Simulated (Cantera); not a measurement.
A closed system holds: 1 mol Cr, a varied amount of N2O, 3.7 mol H2, at 1400 K and 750 Torr.

Equilibrium computed with Cantera from the NASA thermochemical tables; the gas is ideal and each condensed phase is pure. Candidate condensed phases: Cr, CrN, Cr2N, Cr2O3, H2O; 29 gas species. Mutual solubility and eutectic melting of coexisting phases are not modelled. Rates play no part.

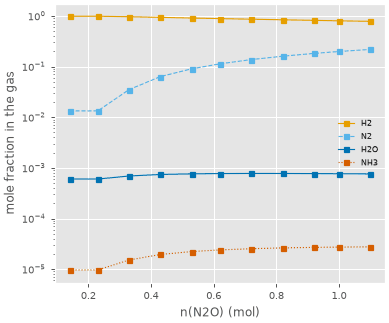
Equilibrium gas composition (values under 1e-9 drawn at 1e-9)

From 0.14 mol N2O to 0.23 mol N2O the condensed part is Cr(s) + Cr2N(s) + Cr2O3(s). From 0.33 mol N2O to 1.1 mol N2O the condensed part is Cr2N(s) + Cr2O3(s). The main Cr-bearing gas is Cr throughout.
